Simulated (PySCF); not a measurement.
# sulfur difluoride (SF2): electronic excitations at several levels of theory, part 2 of 2

PySCF 2.14.0. Atoms count from 0. The steps go on from the part before.

### Step 10. Ultraviolet spectrum: wB97X-D/def2-SVPD

What the job is given:

```
{"job": {"kind": "uv", "xc": "wB97X-D", "basis": "def2-SVPD", "ip": true}, "charge": 0, "multiplicity": 1}
F     -1.226977    -0.355992    -0.000000
S     -0.004711     0.695242    -0.000000
F      1.231688    -0.339341     0.000000
```

Level: TDDFT wB97X-D/def2-SVPD, vertical, gas phase, core orbitals frozen in the response.

Output:

```text
coarse grid: 3800 points
cycle   1  E = -597.3682317398  dE =  2.656e-01  |g| = 5.595e-01  |ddm| = 1.899e+00
cycle   2  E = -597.3567746982  dE =  1.146e-02  |g| = 6.622e-01  |ddm| = 7.946e-01
cycle   3  E = -597.4289555575  dE = -7.218e-02  |g| = 7.200e-02  |ddm| = 4.187e-01
cycle   4  E = -597.4297851507  dE = -8.296e-04  |g| = 6.574e-03  |ddm| = 5.085e-02
cycle   5  E = -597.4298061815  dE = -2.103e-05  |g| = 1.139e-03  |ddm| = 9.624e-03
cycle   6  E = -597.4298068891  dE = -7.076e-07  |g| = 2.925e-04  |ddm| = 2.120e-03
final grid: 34960 points
cycle   7  E = -597.4899473908  dE = -3.726e-05  |g| = 8.696e-03  |ddm| = 3.887e-02
cycle   8  E = -597.4899424841  dE =  4.907e-06  |g| = 1.069e-02  |ddm| = 1.089e-02
cycle   9  E = -597.4899602158  dE = -1.773e-05  |g| = 4.603e-04  |ddm| = 5.741e-03
cycle  10  E = -597.4899602884  dE = -7.258e-08  |g| = 1.504e-04  |ddm| = 8.876e-04
cycle  11  E = -597.4899602987  dE = -1.031e-08  |g| = 2.208e-05  |ddm| = 2.856e-04
cycle  12  E = -597.4899602990  dE = -3.434e-10  |g| = 1.130e-05  |ddm| = 6.053e-05
converged SCF energy = -597.4899602990

Static polarisability (au): isotropic 23.517, principal 21.193 23.226 26.132

Singlet excitations
state   eV       nm        f      main configurations
  1   3.4693    357.4   0.00000   H->L 0.98
  2   4.6861    264.6   0.00345   H->L+1 0.97
  3   7.2457    171.1   0.08804   H->L+2 0.98
  4   8.4192    147.3   0.03270   H->L+3 0.99
  5   8.5186    145.5   0.00000   H->L+4 0.96
  6   8.5655    144.7   0.00436   H->L+5 0.94
  7   9.0657    136.8   0.03768   H-1->L 0.71, H-2->L+1 0.23
  8   9.1369    135.7   0.00565   H-2->L 0.96
  9   9.5100    130.4   0.00886   H-3->L 0.97
 10   9.5793    129.4   0.06320   H-1->L+1 0.91

Triplet excitations (Tamm-Dancoff, eV): 2.6799 3.4642 7.1361 7.3783
Vertical ionisation energy (delta-SCF) = 10.5812 eV
Vertical electron affinity (delta-SCF) = -0.3423 eV
```

It took 5.5 s on 1 thread, shared host.

This run: HOMO -9.50 eV, LUMO -0.20 eV; lowest singlet 3.47 eV.

### Step 11. TDDFT and polarisability: LC-wPBE/def2-SVPD

What the job is given:

```
{"job": {"kind": "uv", "xc": "LC-wPBE", "basis": "def2-SVPD", "ip": true}, "charge": 0, "multiplicity": 1}
F     -1.226977    -0.355992    -0.000000
S     -0.004711     0.695242    -0.000000
F      1.231688    -0.339341     0.000000
```

Method: TDDFT LC-wPBE/def2-SVPD, vertical, gas phase, core orbitals frozen in the response.

Output:

```text
coarse grid: 3800 points
cycle   1  E = -597.1868060936  dE =  2.445e-01  |g| = 5.519e-01  |ddm| = 1.903e+00
cycle   2  E = -597.1986563015  dE = -1.185e-02  |g| = 5.502e-01  |ddm| = 7.275e-01
cycle   3  E = -597.2468587600  dE = -4.820e-02  |g| = 8.164e-02  |ddm| = 3.484e-01
cycle   4  E = -597.2479216117  dE = -1.063e-03  |g| = 8.164e-03  |ddm| = 5.030e-02
cycle   5  E = -597.2479609357  dE = -3.932e-05  |g| = 1.294e-03  |ddm| = 1.432e-02
cycle   6  E = -597.2479621029  dE = -1.167e-06  |g| = 3.800e-04  |ddm| = 2.377e-03
final grid: 34960 points
cycle   7  E = -597.3298574910  dE = -1.779e-05  |g| = 9.383e-03  |ddm| = 2.362e-02
cycle   8  E = -597.3298512707  dE =  6.220e-06  |g| = 1.056e-02  |ddm| = 9.703e-03
cycle   9  E = -597.3298702493  dE = -1.898e-05  |g| = 4.858e-04  |ddm| = 5.543e-03
cycle  10  E = -597.3298703151  dE = -6.581e-08  |g| = 1.152e-04  |ddm| = 7.095e-04
cycle  11  E = -597.3298703258  dE = -1.071e-08  |g| = 2.369e-05  |ddm| = 2.997e-04
cycle  12  E = -597.3298703264  dE = -5.189e-10  |g| = 7.404e-06  |ddm| = 7.124e-05
converged SCF energy = -597.3298703264

Static polarisability (au): isotropic 23.257, principal 20.784 22.994 25.993

Singlet excitations
state   eV       nm        f      main configurations
  1   3.4403    360.4   0.00000   H->L 0.94
  2   4.7138    263.0   0.00424   H->L+1 0.89, H->L+5 0.10
  3   7.5366    164.5   0.08293   H->L+2 0.96
  4   8.7681    141.4   0.03490   H->L+3 0.98
  5   8.8950    139.4   0.00000   H->L+4 0.90
  6   8.9249    138.9   0.00551   H->L+5 0.84, H->L+1 0.10
  7   9.2295    134.3   0.04495   H-1->L 0.71, H-2->L+1 0.20
  8   9.4214    131.6   0.00623   H-2->L 0.92
  9   9.6948    127.9   0.06871   H-1->L+1 0.85, H-1->L+5 0.09
 10   9.7985    126.5   0.01211   H-3->L 0.93

Triplet excitations (Tamm-Dancoff, eV): 2.4978 3.3284 7.2777 7.2894
Vertical ionisation energy (delta-SCF) = 10.6027 eV
```

It took 5.6 s on 1 thread, shared host.

Key values: HOMO -10.40 eV, LUMO 0.34 eV; lowest singlet 3.44 eV.

### Step 12. Ultraviolet spectrum: PBE0/6-31G*

What the job is given:

```
{"job": {"kind": "uv", "xc": "PBE0", "basis": "6-31G*"}, "charge": 0, "multiplicity": 1}
F     -1.226977    -0.355992    -0.000000
S     -0.004711     0.695242    -0.000000
F      1.231688    -0.339341     0.000000
```

Method: TDDFT PBE0/6-31G*, vertical, gas phase, core orbitals frozen in the response.

Output:

```text
coarse grid: 3800 points
cycle   1  E = -597.3878452717  dE =  3.657e-01  |g| = 6.305e-01  |ddm| = 2.046e+00
cycle   2  E = -597.2672495973  dE =  1.206e-01  |g| = 1.047e+00  |ddm| = 1.088e+00
cycle   3  E = -597.4594806870  dE = -1.922e-01  |g| = 3.299e-02  |ddm| = 6.957e-01
cycle   4  E = -597.4597092181  dE = -2.285e-04  |g| = 9.601e-03  |ddm| = 3.714e-02
cycle   5  E = -597.4597298333  dE = -2.062e-05  |g| = 9.028e-04  |ddm| = 8.351e-03
cycle   6  E = -597.4597300969  dE = -2.636e-07  |g| = 1.863e-04  |ddm| = 1.729e-03
final grid: 34960 points
cycle   7  E = -597.4530642951  dE = -8.079e-06  |g| = 1.557e-03  |ddm| = 9.860e-03
cycle   8  E = -597.4530646837  dE = -3.886e-07  |g| = 8.902e-04  |ddm| = 2.782e-03
cycle   9  E = -597.4530648581  dE = -1.743e-07  |g| = 9.194e-05  |ddm| = 1.073e-03
cycle  10  E = -597.4530648583  dE = -2.233e-10  |g| = 9.172e-05  |ddm| = 1.184e-04
cycle  11  E = -597.4530648598  dE = -1.473e-09  |g| = 8.536e-06  |ddm| = 6.210e-05
cycle  12  E = -597.4530648598  dE = -1.705e-11  |g| = 2.471e-06  |ddm| = 1.068e-05
converged SCF energy = -597.4530648598

Static polarisability (au): isotropic 15.784, principal 11.823 15.726 19.802

Singlet excitations
state   eV       nm        f      main configurations
  1   3.5310    351.1   0.00000   H->L 1.00
  2   4.8991    253.1   0.00579   H->L+1 0.99
  3   8.7157    142.3   0.00802   H-2->L 0.97
  4   8.8791    139.6   0.03237   H-1->L 0.63, H-2->L+1 0.34
  5   9.0161    137.5   0.00693   H-3->L 0.99
  6   9.5556    129.8   0.06167   H-1->L+1 0.95
  7   9.7464    127.2   0.00000   H-3->L+1 0.89, H-4->L 0.11
  8  10.3833    119.4   0.00000   H-4->L 0.89, H-3->L+1 0.11
  9  10.7202    115.7   0.20802   H-2->L+1 0.54, H-1->L 0.29, H-6->L+1 0.14
 10  11.1830    110.9   0.03333   H-5->L 0.94

Triplet excitations (Tamm-Dancoff, eV): 2.5926 3.5411 7.1237 8.0648
```

Run time: 1.4 s. Hardware: 1 thread, shared host.

This run: HOMO -7.02 eV, LUMO -1.40 eV; lowest singlet 3.53 eV.

### Step 13. TDDFT and polarisability: PBE0/def2-SVP

What the job is given:

```
{"job": {"kind": "uv", "xc": "PBE0", "basis": "def2-SVP"}, "charge": 0, "multiplicity": 1}
F     -1.226977    -0.355992    -0.000000
S     -0.004711     0.695242    -0.000000
F      1.231688    -0.339341     0.000000
```

Level: TDDFT PBE0/def2-SVP, vertical, gas phase, core orbitals frozen in the response.

Output:

```text
coarse grid: 3800 points
cycle   1  E = -597.0600426149  dE =  3.413e-01  |g| = 6.378e-01  |ddm| = 2.046e+00
cycle   2  E = -596.9448554005  dE =  1.152e-01  |g| = 1.036e+00  |ddm| = 1.073e+00
cycle   3  E = -597.1326114676  dE = -1.878e-01  |g| = 4.617e-02  |ddm| = 6.762e-01
cycle   4  E = -597.1330161129  dE = -4.046e-04  |g| = 1.014e-02  |ddm| = 4.570e-02
cycle   5  E = -597.1330367809  dE = -2.067e-05  |g| = 1.023e-03  |ddm| = 8.815e-03
cycle   6  E = -597.1330370787  dE = -2.977e-07  |g| = 1.645e-04  |ddm| = 1.839e-03
final grid: 34960 points
cycle   7  E = -597.1931628138  dE = -6.950e-06  |g| = 1.627e-03  |ddm| = 1.192e-02
cycle   8  E = -597.1931631717  dE = -3.578e-07  |g| = 9.320e-04  |ddm| = 2.728e-03
cycle   9  E = -597.1931633473  dE = -1.757e-07  |g| = 2.765e-04  |ddm| = 1.242e-03
cycle  10  E = -597.1931633601  dE = -1.276e-08  |g| = 5.366e-05  |ddm| = 1.941e-04
cycle  11  E = -597.1931633606  dE = -5.361e-10  |g| = 1.012e-05  |ddm| = 4.333e-05
converged SCF energy = -597.1931633606

Static polarisability (au): isotropic 15.044, principal 10.997 14.930 19.205

Singlet excitations
state   eV       nm        f      main configurations
  1   3.6417    340.5   0.00000   H->L 1.00
  2   5.0131    247.3   0.00745   H->L+1 0.99
  3   8.8625    139.9   0.00636   H-2->L 0.97
  4   9.0144    137.5   0.03232   H-1->L 0.63, H-2->L+1 0.34
  5   9.2019    134.7   0.00598   H-3->L 0.99
  6   9.6925    127.9   0.05354   H-1->L+1 0.95
  7   9.8943    125.3   0.00000   H-3->L+1 0.88, H-4->L 0.12
  8  10.5482    117.5   0.00000   H-4->L 0.88, H-3->L+1 0.12
  9  10.8264    114.5   0.19521   H-2->L+1 0.54, H-1->L 0.29, H-6->L+1 0.14
 10  11.3372    109.4   0.02849   H-5->L 0.94

Triplet excitations (Tamm-Dancoff, eV): 2.6559 3.5795 7.1866 8.1812
```

It took 1.2 s on 1 thread, shared host.

In short: HOMO -7.20 eV, LUMO -1.44 eV; lowest singlet 3.64 eV.

### Step 14. Excited states and response: PBE0/def2-TZVP

What the job is given:

```
{"job": {"kind": "uv", "xc": "PBE0", "basis": "def2-TZVP"}, "charge": 0, "multiplicity": 1}
F     -1.226977    -0.355992    -0.000000
S     -0.004711     0.695242    -0.000000
F      1.231688    -0.339341     0.000000
```

Method: TDDFT PBE0/def2-TZVP, vertical, gas phase, core orbitals frozen in the response.

Output:

```text
coarse grid: 3800 points
cycle   1  E = -597.5327322215  dE =  3.408e-01  |g| = 6.069e-01  |ddm| = 1.659e+00
cycle   2  E = -597.4168747255  dE =  1.159e-01  |g| = 1.053e+00  |ddm| = 7.831e-01
cycle   3  E = -597.5911184284  dE = -1.742e-01  |g| = 6.024e-02  |ddm| = 4.961e-01
cycle   4  E = -597.5916928335  dE = -5.744e-04  |g| = 1.547e-02  |ddm| = 4.696e-02
cycle   5  E = -597.5917351408  dE = -4.231e-05  |g| = 1.385e-03  |ddm| = 1.145e-02
cycle   6  E = -597.5917355351  dE = -3.943e-07  |g| = 2.047e-04  |ddm| = 1.509e-03
final grid: 34960 points
cycle   7  E = -597.6003283637  dE = -2.229e-05  |g| = 3.807e-03  |ddm| = 1.080e-02
cycle   8  E = -597.6003267048  dE =  1.659e-06  |g| = 4.704e-03  |ddm| = 4.337e-03
cycle   9  E = -597.6003298977  dE = -3.193e-06  |g| = 1.017e-03  |ddm| = 2.691e-03
cycle  10  E = -597.6003300438  dE = -1.461e-07  |g| = 8.152e-05  |ddm| = 4.554e-04
cycle  11  E = -597.6003300451  dE = -1.293e-09  |g| = 2.008e-05  |ddm| = 7.781e-05
cycle  12  E = -597.6003300452  dE = -8.777e-11  |g| = 4.259e-06  |ddm| = 1.936e-05
converged SCF energy = -597.6003300452

Static polarisability (au): isotropic 18.709, principal 14.015 19.270 22.842

Singlet excitations
state   eV       nm        f      main configurations
  1   3.3877    366.0   0.00000   H->L 1.00
  2   4.6789    265.0   0.00433   H->L+1 0.99
  3   8.9220    139.0   0.00581   H-2->L 0.98
  4   8.9458    138.6   0.03914   H-1->L 0.71, H-2->L+1 0.26
  5   9.2615    133.9   0.00776   H-3->L 0.99
  6   9.5521    129.8   0.06424   H-1->L+1 0.95
  7   9.9028    125.2   0.00000   H-3->L+1 0.91, H-4->L 0.09
  8  10.4046    119.2   0.15919   H-2->L+1 0.63, H-1->L 0.22
  9  10.4885    118.2   0.00000   H-4->L 0.91, H-3->L+1 0.09
 10  11.2127    110.6   0.01003   H-5->L 0.91

Triplet excitations (Tamm-Dancoff, eV): 2.4402 3.2663 7.0839 8.1610
```

It took 2.9 s on 1 thread, shared host.

In short: HOMO -7.31 eV, LUMO -1.82 eV; lowest singlet 3.39 eV.

### Step 15. Comparing the runs: electronic excitations

Excitations and ground-state properties, with basis size and wall time:

```csv
run,lowest singlet (eV),brightest (eV),f,gap (eV),α (Å³),μ (D),functions,time
HF/def2-SVPD,3.89,10.98,0.114,12.60,3.22,1.53,73,0.9 s
LDA/def2-SVPD,3.19,6.43,0.072,2.80,3.67,1.04,73,4.3 s
PBE/def2-SVPD,3.26,6.30,0.064,2.92,3.68,1.00,73,6.3 s
B3LYP/def2-SVPD,3.43,6.77,0.073,5.00,3.54,1.21,73,5.3 s
PBE0/def2-SVPD,3.45,7.01,0.078,5.50,3.50,1.16,73,5.2 s
BHandHLYP/def2-SVPD,3.61,7.42,0.086,8.02,3.37,1.38,73,3.7 s
CAM-B3LYP/def2-SVPD,3.43,7.03,0.076,8.11,3.49,1.27,73,6 s
wB97X-D/def2-SVPD,3.47,7.25,0.088,9.30,3.48,1.19,73,5.5 s
LC-wPBE/def2-SVPD,3.44,7.54,0.083,10.74,3.45,1.22,73,5.6 s
PBE0/6-31G*,3.53,10.72,0.208,5.62,2.34,1.22,46,1.4 s
PBE0/def2-SVP,3.64,10.83,0.195,5.76,2.23,1.41,46,1.2 s
PBE0/def2-TZVP,3.39,10.40,0.159,5.50,2.77,1.17,99,2.9 s
```

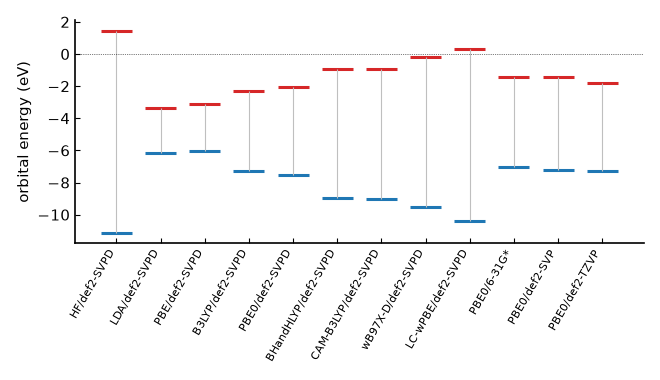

HOMO (blue) and LUMO (red) run by run.

Measured dipole: 1.05 D (gas; NIST CCCBDB Release 22 (SRD 101), experimental dipoles).

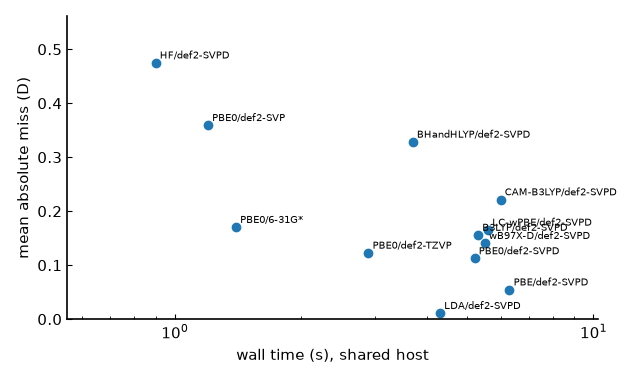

Cost against miss for the measured dipole.

### Step 16. What came out

The summary covers parts 1 to 2.

| quantity | value |
| --- | --- |
| point group | C2v |
| rotational constants (main isotopes) | 26.76, 8.80, 6.62 GHz |
| lowest singlet (HF/def2-SVPD) | 3.89 eV (319 nm), f = 0.000 |
| brightest single state of those computed | state 8, 10.98 eV, f = 0.114 |
| lowest triplet | 2.76 eV |
| vertical ionisation energy (ΔSCF) | 9.99 eV |
| range of the lowest singlet | 3.19 to 3.89 eV |

Single values in the summary come from the first run of each kind that ended normally (HF/def2-SVPD), which need not be the best level. The optimisation took 3 steps and gained 0.014 eV; among the close pairs (by a distance rule), S1–F2 changed most, from 1.594 to 1.612 Å. The first singlet state (HOMO→LUMO 0.69, HOMO→LUMO+4 0.28) lies at 3.89 eV and is dark; of the 10 states computed, the strongest absorption comes from state 8 at 10.98 eV (the last state computed is bright too, and its partners may lie past the list). The lowest triplet lies 1.13 eV below the lowest singlet (triplets in Tamm-Dancoff, singlets in full TDDFT). At HF/def2-SVPD, the highest states lie near or above the ionisation energy, where they hang on the basis. ΔSCF puts the ionisation energy at 9.99 eV, 1.15 eV below −ε(HOMO). The dipole moment, 1.53 D, compares with 1.05 D measured. The lowest singlet runs from 3.19 eV (LDA/def2-SVPD) to 3.89 eV (HF/def2-SVPD), while the orbital gap spans 2.80 to 12.60 eV. The lowest state need not be the same one in every run. The runs solved for a few states only, so the brightest column depends on that window. For the measured dipole, LDA/def2-SVPD misses least (0.01 D, 4.3 s) and HF/def2-SVPD most (0.48 D, 0.9 s). One molecule ranks no method: errors cancel, and vibration and temperature are missing from all runs.
